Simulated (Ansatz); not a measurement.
**F2H2S2Si (built from SMILES F[Si](F)(S)S): search for a transition state**

Aim: find the saddle point of a 1,2-elimination that is to form S2–H4 and break Si1–S2, S3–H4, prove it by its vibrations, and relax downhill on both sides to see what it joins.

The runs use Ansatz 0.2.0, Gaussian basis; PBE0-D4, def2-SVP first, then def2-TZVP.

114 further runs of the same task are left out: 114 set aside as unsound or not needed.

### 1 Where the work starts

The guess: 7 atoms, charge 0, spin multiplicity 1.

Atoms are counted from 1 here; the program's logs count them from 0.

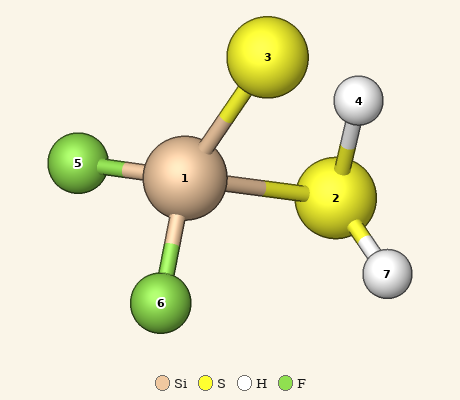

As it starts; silicon light orange, sulfur yellow, hydrogen white, fluorine green; atoms are numbered from 1 in the order of the file.

Coordinates:

```xyz
7

Si   -0.51310   -0.27990    0.62760
S     0.87010   -0.35070   -1.23910
S    -1.35830    1.46090   -0.00970
H    -0.13400    0.95540   -1.26130
F    -1.19030   -1.71820    0.70240
F     0.49420   -0.44230    1.85630
H     1.83150    0.37500   -0.67630
```

Distances that are to change: S2–H4 1.65 Å, Si1–S2 2.32 Å, S3–H4 1.82 Å.

### 2 Relaxing the guess with the reacting distances held

Contents of hold/in.yaml:

```yaml
crystal:
  periodic: [false, false, false]
  atoms:
    - {symbol: Si, position_ang: [-0.513100, -0.279900, 0.627600]}
    - {symbol: S, position_ang: [0.870100, -0.350700, -1.239100]}
    - {symbol: S, position_ang: [-1.358300, 1.460900, -0.009700]}
    - {symbol: H, position_ang: [-0.134000, 0.955400, -1.261300]}
    - {symbol: F, position_ang: [-1.190300, -1.718200, 0.702400]}
    - {symbol: F, position_ang: [0.494200, -0.442300, 1.856300]}
    - {symbol: H, position_ang: [1.831500, 0.375000, -0.676300]}
basis:
  gaussian: {orbitals: def2-SVP}
hamiltonian: {xc: pbe0, dispersion: d4}
relax: {f_tol: 0.04, max_steps: 150, escape_saddle: false, constraints: [{distance: [1, 3]}, {distance: [0, 1]}, {distance: [2, 3]}]}
```

On the command line:

```console
> ansatz run in.yaml --threads 4 --pin off --events-out ev --progress --plain --max-ram 9574MiB
```

The log of the run (excerpt; [...] marks lines left out):

```text
Functional definition: PBE0
  name "PBE0"
  cite "Adamo & Barone, J. Chem. Phys. 110, 6158 (1999) doi:10.1063/1.478522"
  cite "Perdew, Burke & Ernzerhof, Phys. Rev. Lett. 77, 3865 (1996) doi:10.1103/PhysRevLett.77.3865"
  parent pbe
[...]
906 factors; integrals over basis functions are off by at most 3.7e-4 eV
[...]
mean field -34988.50280092 eV, -1285.8037618748 hartree, gradient 2.1e-5 eV, S^2 0.000000; 0 other end points of the search recorded, 0 dependent functions left out
[...]
reference -34988.50282099 eV, -1285.8037626125 hartree; 33, 33 occupied and 59, 59 virtual orbitals, 906 factors
relax step   1: F+E_penalty+E_count = -34988.69498513 eV  Δ(F+E_penalty+E_count) = +0.000e0 eV  max|allowed force component| = 8.442e-1 eV/Å  Δτ_max = 0.0000 Å  (26 SCF iters, accepted)
[...]
relax step   5: F+E_penalty+E_count = -34988.87525737 eV  Δ(F+E_penalty+E_count) = -1.396e-2 eV  max|allowed force component| = 8.517e-2 eV/Å  Δτ_max = 0.0241 Å  (30 SCF iters, accepted)
[...]
relax step   6: F+E_penalty+E_count = -34988.87549908 eV  Δ(F+E_penalty+E_count) = -2.417e-4 eV  max|allowed force component| = 1.938e-2 eV/Å  Δτ_max = 0.0118 Å  (30 SCF iters, accepted)
  distance S 1 - H 3 held at 1.647606 Å   reaction = -1.2728e-3 eV/Å
  distance Si 0 - S 1 held at 2.324398 Å   reaction = +4.7698e-1 eV/Å
  distance S 2 - H 3 held at 1.822346 Å   reaction = +7.1642e-1 eV/Å
906 factors; integrals over basis functions are off by at most 3.7e-4 eV
[...]
mean field -34988.68512785 eV, -1285.8104622660 hartree, gradient 9.9e-6 eV, S^2 0.000000; 1 other end points of the search recorded, 0 dependent functions left out
[...]
reference -34988.68514754 eV, -1285.8104629897 hartree; 33, 33 occupied and 59, 59 virtual orbitals, 906 factors
Total energy: -34988.87551877 eV, -1285.8174590031 hartree
Atom 0 at    -0.481513    -0.269513     0.582039 Å, force     0.282568    -0.039378    -0.380569 eV/Å
Atom 1 at     0.903781    -0.366984    -1.281903 Å, force    -0.281657     0.023340     0.385672 eV/Å
Atom 2 at    -1.425389     1.433192     0.056622 Å, force     0.492114    -0.208170    -0.474614 eV/Å
Atom 3 at    -0.164531     0.878899    -1.136667 Å, force    -0.498351     0.220420     0.469349 eV/Å
Atom 4 at    -1.245559    -1.681236     0.612482 Å, force     0.008569     0.008404    -0.011192 eV/Å
Atom 5 at     0.521002    -0.322379     1.838189 Å, force     0.012090     0.007400     0.006503 eV/Å
Atom 6 at     1.892310     0.328220    -0.670863 Å, force    -0.015333    -0.012016     0.004850 eV/Å
Dipole moment:     0.510412    -0.001670    -0.277589 e Å
```

It took 23 s on 4 threads of Intel Xeon at 2.50GHz, shared host; peak memory 0.21 GiB.

The steps of the relaxation:

```csv
step,energy from step 1 (eV),largest force component (eV/Å)
1,0.0000,0.8442
2,-0.0889,0.5148
3,-0.1585,0.3101
4,-0.1663,0.6137
5,-0.1803,0.0852
6,-0.1805,0.0194
```

Close pairs (by a distance rule), those that changed most:

```csv
bond,before (Å),after (Å),change (Å)
S2–H7,1.330,1.354,+0.025
Si1–S3,2.037,2.016,-0.021
Si1–F5,1.592,1.606,+0.014
Si1–F6,1.597,1.608,+0.011
S2–H4,1.648,1.648,+0.000
Si1–S2,2.324,2.324,+0.000
```

### 3 Force constants to start from

Contents of hessian/in.yaml:

```yaml
crystal:
  periodic: [false, false, false]
  atoms:
    - {symbol: Si, position_ang: [-0.481513, -0.269513, 0.582039]}
    - {symbol: S, position_ang: [0.903781, -0.366984, -1.281903]}
    - {symbol: S, position_ang: [-1.425389, 1.433192, 0.056622]}
    - {symbol: H, position_ang: [-0.164531, 0.878899, -1.136667]}
    - {symbol: F, position_ang: [-1.245559, -1.681236, 0.612482]}
    - {symbol: F, position_ang: [0.521002, -0.322379, 1.838189]}
    - {symbol: H, position_ang: [1.892310, 0.328220, -0.670863]}
basis:
  gaussian: {orbitals: def2-SVP}
hamiltonian: {xc: pbe0, dispersion: d4}
phonons: {}
scf: {lower_state_search: off}
```

On the command line:

```console
> ansatz run in.yaml --threads 4 --pin off --events-out ev --progress --plain --max-ram 9574MiB
```

The log of the run (excerpt; [...] marks lines left out):

```text
[... 5 set-up lines as earlier in the session ...]
[...]
905 factors; integrals over basis functions are off by at most 3.7e-4 eV
[...]
mean field -34988.68514964 eV, -1285.8104630666 hartree, gradient 3.1e-6 eV, S^2 0.000000; 0 other end points of the search recorded, 0 dependent functions left out
[...]
reference -34988.68516915 eV, -1285.8104637835 hartree; 33, 33 occupied and 59, 59 virtual orbitals, 905 factors
[... from here to the last solve, the lines of the solves are left out (41 solves) ...]
905 factors; integrals over basis functions are off by at most 3.7e-4 eV
mean field -34988.68512253 eV, -1285.8104620702 hartree, gradient 8.1e-7 eV, S^2 0.000000; 0 other end points of the search recorded, 0 dependent functions left out
[...]
WARN: phonons: modes at or below zero, which the zero-point energy, F, S and C_V leave out: 1, the lowest at -1095.73 cm⁻¹. A minimum has none, and a first-order saddle one
[...]
Total energy: -34988.87554037 eV, -1285.8174597969 hartree
Atom 0 at    -0.481513    -0.269513     0.582039 Å, force     0.282675    -0.039563    -0.380575 eV/Å
Atom 1 at     0.903781    -0.366984    -1.281903 Å, force    -0.281638     0.023211     0.385601 eV/Å
Atom 2 at    -1.425389     1.433192     0.056622 Å, force     0.491969    -0.208117    -0.474634 eV/Å
Atom 3 at    -0.164531     0.878899    -1.136667 Å, force    -0.498307     0.220473     0.469368 eV/Å
Atom 4 at    -1.245559    -1.681236     0.612482 Å, force     0.008589     0.008594    -0.011180 eV/Å
Atom 5 at     0.521002    -0.322379     1.838189 Å, force     0.012095     0.007356     0.006537 eV/Å
Atom 6 at     1.892310     0.328220    -0.670863 Å, force    -0.015383    -0.011954     0.004884 eV/Å
Dipole moment:     0.510413    -0.001671    -0.277590 e Å
Vibrations: -1095.73 147.31 210.12 212.08 281.01 326.67 343.27 450.22 630.57 652.94 937.06 955.03 971.60 1264.96 2699.66 cm⁻¹, zero-point energy 0.625036 eV
Checks for a lower state left out: stability, starts, cluster_reference, orbital_swaps, neighbouring_geometries, increment
```

Wall time 84 s (4 threads of Intel Xeon at 2.50GHz, shared host); peak memory 0.18 GiB.

The structure is not stationary yet, so these wavenumbers are no spectrum; the search needs only the force constants.

### 4 Saddle search in the small basis

A small driver takes partitioned rational-function steps: uphill along one mode, downhill along the rest. It calls the program once a step for energy and forces and updates the Hessian by Bofill's formula. It stops when the largest force is under 0.04 eV/Å and the followed curvature is negative. The first step's input:

Contents of presaddle/in.yaml:

```yaml
crystal:
  periodic: [false, false, false]
  atoms:
    - {symbol: Si, position_ang: [-0.481513, -0.269513, 0.582039]}
    - {symbol: S, position_ang: [0.903781, -0.366984, -1.281903]}
    - {symbol: S, position_ang: [-1.425389, 1.433192, 0.056622]}
    - {symbol: H, position_ang: [-0.164531, 0.878899, -1.136667]}
    - {symbol: F, position_ang: [-1.245559, -1.681236, 0.612482]}
    - {symbol: F, position_ang: [0.521002, -0.322379, 1.838189]}
    - {symbol: H, position_ang: [1.892310, 0.328220, -0.670863]}
basis:
  gaussian: {orbitals: def2-SVP}
hamiltonian: {xc: pbe0, dispersion: d4}
output: {forces: true}
scf: {lower_state_search: off}
```

On the command line:

```console
> ansatz run in.yaml --threads 4 --pin off --events-out ev --progress --plain --max-ram 9574MiB
```

The driver's record:

```csv
step,energy (eV),largest force (eV/Å),followed curvature (eV/Å²)
1,-34988.87552,0.4983,-8.64
2,-34988.82493,0.2732,-6.85
3,-34988.82304,0.0399,-5.62
```

The 3 steps took 7.3 s in all (4 threads of Intel Xeon at 2.50GHz, shared host).

### 5 Saddle search in triple zeta

A small driver takes partitioned rational-function steps: uphill along one mode, downhill along the rest. It calls the program once a step for energy and forces and updates the Hessian by Bofill's formula. It stops when the largest force is under 0.01 eV/Å and the followed curvature is negative. The first step's input:

Contents of saddle/in.yaml:

```yaml
crystal:
  periodic: [false, false, false]
  atoms:
    - {symbol: Si, position_ang: [-0.525603, -0.241925, 0.607184]}
    - {symbol: S, position_ang: [0.866987, -0.338995, -1.270793]}
    - {symbol: S, position_ang: [-1.452099, 1.441156, 0.090982]}
    - {symbol: H, position_ang: [-0.067708, 0.821939, -1.188779]}
    - {symbol: F, position_ang: [-1.229800, -1.686958, 0.606385]}
    - {symbol: F, position_ang: [0.543046, -0.331827, 1.810196]}
    - {symbol: H, position_ang: [1.865276, 0.336810, -0.655275]}
basis:
  gaussian: {orbitals: def2-TZVP}
hamiltonian: {xc: pbe0, dispersion: d4}
output: {forces: true}
scf: {lower_state_search: off}
```

On the command line:

```console
> ansatz run in.yaml --threads 4 --pin off --events-out ev --progress --plain --max-ram 9574MiB
```

Step by step:

```csv
step,energy (eV),largest force (eV/Å),followed curvature (eV/Å²)
1,-35006.36175,0.8720,-5.62
2,-35006.39370,0.0586,-5.64
3,-35006.39430,0.0084,-5.70
```

The 3 steps took 18 s in all (4 threads of Intel Xeon at 2.50GHz, shared host).

Geometry at the end of the search:

```xyz
7
charge 0, multiplicity 1
Si   -0.5029   -0.2446    0.6089
S     0.8664   -0.3512   -1.2561
S    -1.4319    1.4366    0.1066
H    -0.0737    0.7958   -1.2033
F    -1.2176   -1.6546    0.5898
F     0.5186   -0.3422    1.8148
H     1.8411    0.3605   -0.6609
```

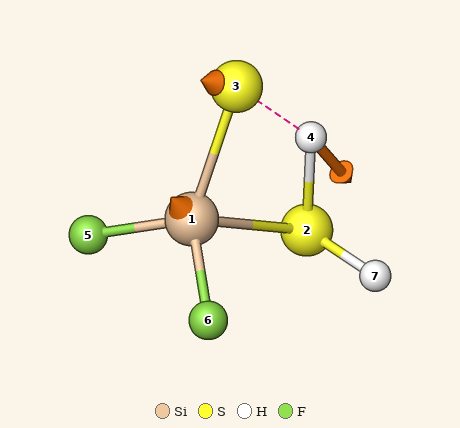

The point found; broken lines mark the pairs that react, arrows the followed mode.

### 6 Vibrations at the point found

Contents of vib/in.yaml:

```yaml
crystal:
  periodic: [false, false, false]
  atoms:
    - {symbol: Si, position_ang: [-0.502916, -0.244641, 0.608948]}
    - {symbol: S, position_ang: [0.866449, -0.351176, -1.256101]}
    - {symbol: S, position_ang: [-1.431911, 1.436565, 0.106633]}
    - {symbol: H, position_ang: [-0.073727, 0.795763, -1.203330]}
    - {symbol: F, position_ang: [-1.217556, -1.654645, 0.589815]}
    - {symbol: F, position_ang: [0.518621, -0.342189, 1.814811]}
    - {symbol: H, position_ang: [1.841141, 0.360522, -0.660876]}
basis:
  gaussian: {orbitals: def2-TZVP}
hamiltonian: {xc: pbe0, dispersion: d4}
phonons: {temperatures: {t_min: 298.15, t_max: 900, t_step: 200}}
```

On the command line:

```console
> ansatz run in.yaml --threads 4 --pin off --events-out ev --progress --plain --max-ram 9574MiB
```

The log of the run (excerpt; [...] marks lines left out):

```text
[... 5 set-up lines as earlier in the session ...]
[...]
1210 factors; their error is unknown
[...]
mean field -35006.20180962 eV, -1286.4541884476 hartree, gradient 2.8e-5 eV, S^2 0.000000; 0 other end points of the search recorded, 0 dependent functions left out
[...]
reference -35006.20183456 eV, -1286.4541893642 hartree; 33, 33 occupied and 152, 152 virtual orbitals, 1210 factors
[... from here to the last solve, the lines of the solves are left out (41 solves) ...]
1210 factors; their error is unknown
mean field -35006.20178698 eV, -1286.4541876156 hartree, gradient 2.9e-6 eV, S^2 0.000000; 0 other end points of the search recorded, 0 dependent functions left out
[...]
reference -35006.20181192 eV, -1286.4541885321 hartree; 33, 33 occupied and 152, 152 virtual orbitals, 1210 factors
WARN: phonons: modes at or below zero, which the zero-point energy, F, S and C_V leave out: 1, the lowest at -639.66 cm⁻¹. A minimum has none, and a first-order saddle one
Total energy: -35006.39429795 eV, -1286.4612622633 hartree
Atom 0 at    -0.502916    -0.244641     0.608948 Å, force    -0.007182    -0.008428     0.005710 eV/Å
Atom 1 at     0.866449    -0.351176    -1.256101 Å, force    -0.004402    -0.003093    -0.006154 eV/Å
Atom 2 at    -1.431911     1.436565     0.106633 Å, force     0.001490     0.004099    -0.002463 eV/Å
Atom 3 at    -0.073727     0.795763    -1.203330 Å, force     0.005472     0.000122     0.004452 eV/Å
Atom 4 at    -1.217556    -1.654645     0.589815 Å, force     0.002887    -0.000143     0.001323 eV/Å
Atom 5 at     0.518621    -0.342189     1.814811 Å, force     0.000413     0.003177    -0.006202 eV/Å
Atom 6 at     1.841141     0.360522    -0.660876 Å, force     0.001322     0.004266     0.003336 eV/Å
Dipole moment:     0.653392    -0.126160    -0.411375 e Å
Vibrations: -639.66 129.80 207.29 218.53 282.38 287.50 357.07 460.72 631.40 633.14 942.09 952.84 1071.85 1568.99 2703.46 cm⁻¹, zero-point energy 0.647636 eV
```

It took 3.3 min on 4 threads of Intel Xeon at 2.50GHz, shared host; peak memory 0.51 GiB.

The modes, with what each moves most:

```csv
mode,wavenumber (cm⁻¹),character
1,640i,"changes S2–H4, S3–H4"
2,130,bend
3,207,torsion with bend
4,219,bend
5,282,torsion with bend
6,288,bend
7,357,bend
8,461,Si–S stretch with bend
9,631,bend
10,633,Si–S stretch with bend
11,942,Si–F stretch
12,953,Si–F stretch
13,1072,torsion with bend
14,1569,S–H stretch with bend
15,2703,S–H stretch
```

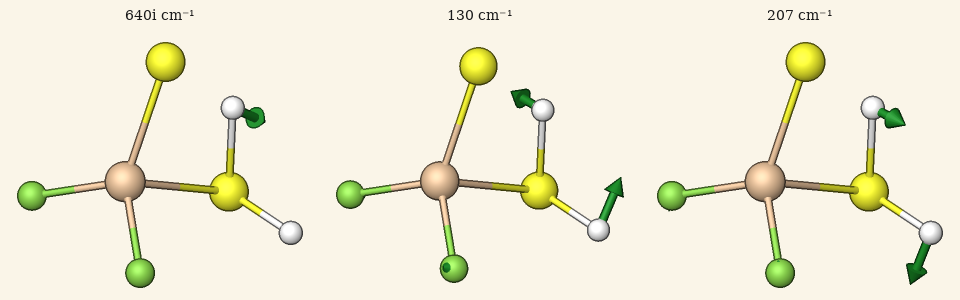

Displacements of 3 modes, as arrows.

Vibrational sums (real modes only):

```csv
T (K),entropy (J/mol/K),heat capacity (J/mol/K)
298,54.4,62.9
498,91.9,82.8
698,121.7,93.5
898,146.1,99.9
```

### 7 Relaxing after a step of 0.30 Å one way along the mode

Contents of downa/in.yaml:

```yaml
crystal:
  periodic: [false, false, false]
  atoms:
    - {symbol: Si, position_ang: [-0.614132, -0.185032, 0.691348]}
    - {symbol: S, position_ang: [0.832809, -0.278534, -1.287811]}
    - {symbol: S, position_ang: [-1.542726, 1.450807, 0.246491]}
    - {symbol: H, position_ang: [0.146578, 0.669445, -1.363047]}
    - {symbol: F, position_ang: [-1.199376, -1.662683, 0.586732]}
    - {symbol: F, position_ang: [0.531922, -0.351702, 1.788614]}
    - {symbol: H, position_ang: [1.845025, 0.357899, -0.662426]}
basis:
  gaussian: {orbitals: def2-TZVP}
hamiltonian: {xc: pbe0, dispersion: d4}
relax: {f_tol: 0.005, max_steps: 200}
```

On the command line:

```console
> ansatz run in.yaml --threads 4 --pin off --events-out ev --progress --plain --max-ram 9574MiB
```

The log of the run (excerpt; [...] marks lines left out):

```text
[... 5 set-up lines as earlier in the session ...]
[...]
1210 factors; their error is unknown
[...]
mean field -35005.66412424 eV, -1286.4344288744 hartree, gradient 5.2e-5 eV, S^2 0.000000; 0 other end points of the search recorded, 0 dependent functions left out
[...]
reference -35005.66415039 eV, -1286.4344298356 hartree; 33, 33 occupied and 152, 152 virtual orbitals, 1210 factors
relax step   1: F+E_penalty+E_count = -35005.85703601 eV  Δ(F+E_penalty+E_count) = +0.000e0 eV  max|allowed force component| = 6.169e0 eV/Å  Δτ_max = 0.0000 Å  (26 SCF iters, accepted)
[...]
reference -35006.42211028 eV, -1286.4622843477 hartree; 33, 33 occupied and 152, 152 virtual orbitals, 1210 factors
Total energy: -35006.61155557 eV, -1286.4692463337 hartree
Atom 0 at    -0.596927    -0.162839     0.763892 Å, force    -0.000057     0.003698    -0.000900 eV/Å
Atom 1 at     1.070626    -0.333540    -1.002780 Å, force     0.001515    -0.002007    -0.002464 eV/Å
Atom 2 at    -1.431401     1.585685     0.662284 Å, force    -0.000867    -0.000341     0.001063 eV/Å
Atom 3 at     0.229740     0.171408    -1.923835 Å, force    -0.000215    -0.000426     0.000395 eV/Å
Atom 4 at    -1.290100    -1.527299     0.338864 Å, force     0.000673    -0.000167    -0.000499 eV/Å
Atom 5 at     0.438675    -0.612635     1.881099 Å, force     0.000257    -0.000618     0.000861 eV/Å
Atom 6 at     1.579487     0.879420    -0.719623 Å, force    -0.001305    -0.000139     0.001543 eV/Å
Dipole moment:     0.778020    -0.178486    -0.764495 e Å
```

Wall time 2.8 min (4 threads of Intel Xeon at 2.50GHz, shared host); peak memory 0.5 GiB.

Step by step: (the energy doesn't fall at every step)

```csv
step,energy from step 1 (eV),largest force component (eV/Å)
1,0.0000,6.1691
2,-0.6324,1.5607
3,-0.7149,0.4594
4,-0.6109,1.3085
5,-0.7341,0.1355
6,-0.7349,0.0718
7,-0.7367,0.0769
8,-0.7312,0.4363
9,-0.7393,0.0272
10,-0.7430,0.0465
11,-0.7405,0.5805
12,-0.7458,0.0750
13,-0.7480,0.1575
14,-0.7478,0.3093
15,-0.7503,0.0637
16,-0.7515,0.0818
17,-0.7520,0.2173
18,-0.7532,0.1367
19,-0.7540,0.0415
20,-0.7498,0.2194
21,-0.7544,0.0174
22,-0.7544,0.0242
23,-0.7545,0.0176
24,-0.7545,0.0091
25,-0.7545,0.0043
26,-0.7545,0.0062
27,-0.7545,0.0037
```

Distances of close pairs at the start and the end, largest changes first:

```csv
bond,before (Å),after (Å),change (Å)
S2–H4,1.173,1.346,+0.173
Si1–S2,2.453,2.435,-0.018
Si1–S3,1.933,1.940,+0.007
Si1–F6,1.595,1.588,-0.007
Si1–F5,1.593,1.588,-0.004
S2–H7,1.349,1.346,-0.004
```

### 8 Relaxing after a step of 0.30 Å the other way along the mode

Contents of downb/in.yaml:

```yaml
crystal:
  periodic: [false, false, false]
  atoms:
    - {symbol: Si, position_ang: [-0.391700, -0.304250, 0.526549]}
    - {symbol: S, position_ang: [0.900089, -0.423818, -1.224391]}
    - {symbol: S, position_ang: [-1.321096, 1.422324, -0.033224]}
    - {symbol: H, position_ang: [-0.294032, 0.922081, -1.043614]}
    - {symbol: F, position_ang: [-1.235736, -1.646607, 0.592898]}
    - {symbol: F, position_ang: [0.505319, -0.332675, 1.841009]}
    - {symbol: H, position_ang: [1.837256, 0.363146, -0.659326]}
basis:
  gaussian: {orbitals: def2-TZVP}
hamiltonian: {xc: pbe0, dispersion: d4}
relax: {f_tol: 0.005, max_steps: 200}
```

On the command line:

```console
> ansatz run in.yaml --threads 4 --pin off --events-out ev --progress --plain --max-ram 9574MiB
```

The log of the run (excerpt; [...] marks lines left out):

```text
[... 5 set-up lines as earlier in the session ...]
[...]
1210 factors; their error is unknown
[...]
mean field -35006.65015664 eV, -1286.4706648968 hartree, gradient 5.1e-5 eV, S^2 0.000000; 0 other end points of the search recorded, 0 dependent functions left out
[...]
reference -35006.65018107 eV, -1286.4706657946 hartree; 33, 33 occupied and 152, 152 virtual orbitals, 1210 factors
relax step   1: F+E_penalty+E_count = -35006.83841638 eV  Δ(F+E_penalty+E_count) = +0.000e0 eV  max|allowed force component| = 1.245e0 eV/Å  Δτ_max = 0.0000 Å  (27 SCF iters, accepted)
[...]
reference -35007.70873522 eV, -1286.5095669422 hartree; 33, 33 occupied and 152, 152 virtual orbitals, 1210 factors
Total energy: -35007.89617970 eV, -1286.5164553995 hartree
Atom 0 at    -0.171489    -0.362589     0.443075 Å, force     0.000049     0.000352    -0.000716 eV/Å
Atom 1 at     1.329730    -0.895976    -0.932077 Å, force     0.000004     0.000011     0.000115 eV/Å
Atom 2 at    -1.025495     1.538094     0.147603 Å, force    -0.000367     0.000052     0.000002 eV/Å
Atom 3 at    -1.222609     1.315108    -1.163357 Å, force    -0.000642     0.000116     0.000075 eV/Å
Atom 4 at    -1.227384    -1.536911     0.343862 Å, force     0.000013     0.000127     0.000334 eV/Å
Atom 5 at     0.343336    -0.331335     1.938991 Å, force    -0.000014    -0.000314     0.000126 eV/Å
Atom 6 at     1.974011     0.273810    -0.778197 Å, force     0.000957    -0.000344     0.000065 eV/Å
Dipole moment:     0.128273     0.271265    -0.331495 e Å
```

Run time: 87 s. Hardware: 4 threads of Intel Xeon at 2.50GHz, shared host; peak memory 0.5 GiB.

Step by step: (the energy doesn't fall at every step)

```csv
step,energy from step 1 (eV),largest force component (eV/Å)
1,0.0000,1.2445
2,-0.2735,1.4465
3,-0.6545,0.7686
4,-0.8668,0.4131
5,-0.9868,0.1857
6,-1.0031,0.3520
7,-1.0227,0.8084
8,-1.0367,0.1647
9,-1.0538,0.0787
10,-1.0262,0.4832
11,-1.0572,0.0264
12,-1.0577,0.0099
13,-1.0577,0.0010
```

Close pairs (by a distance rule), those that changed most:

```csv
bond,before (Å),after (Å),change (Å)
S3–H4,1.525,1.344,-0.181
Si1–S2,2.179,2.105,-0.075
Si1–S3,2.039,2.105,+0.065
Si1–F6,1.592,1.582,-0.009
Si1–F5,1.587,1.582,-0.005
S2–H7,1.348,1.344,-0.004
```

### 9 What the saddle joins

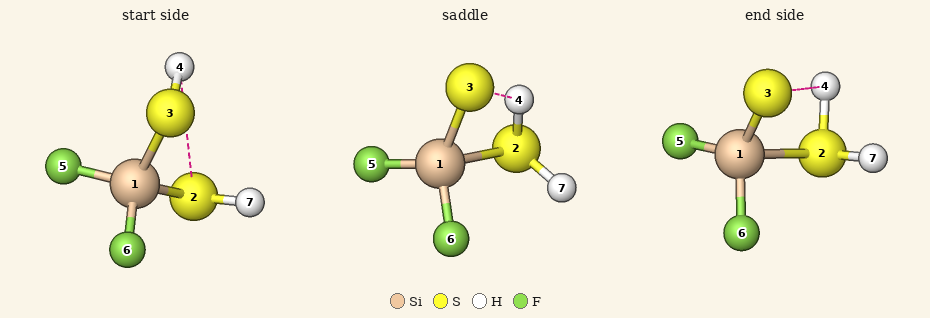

The minimum on the start side, the saddle and the minimum on the end side; broken lines mark the pairs that change.

```csv
pair,start side (Å),saddle (Å),end side (Å)
S2–H4,3.385,1.484,1.346
Si1–S2,2.105,2.316,2.435
S3–H4,1.344,1.993,3.383
```

### 10 Results

| quantity | value |
| --- | --- |
| imaginary mode | 640i cm⁻¹ |
| barrier from the start side | 144.9 kJ/mol |
| barrier from the end side | 21.0 kJ/mol |
| energy of the step | +123.9 kJ/mol |
| pairs that change | S2–H4 formed, Si1–S2 loosened, S3–H4 broken |
| zero-point energy at the saddle | 0.648 eV |

One imaginary mode, 640i cm⁻¹, makes this a first-order saddle. It joins the planned start and end. A bond meant to break is only loosened at the end: the products stay bound as an adduct. At PBE0-D4/def2-TZVP the electronic barrier is 144.9 kJ/mol, about 58 kT at 298 K, and the step runs 123.9 kJ/mol uphill. A step off the saddle overshot and began above it in energy, so the link to its end is likely but not proven.
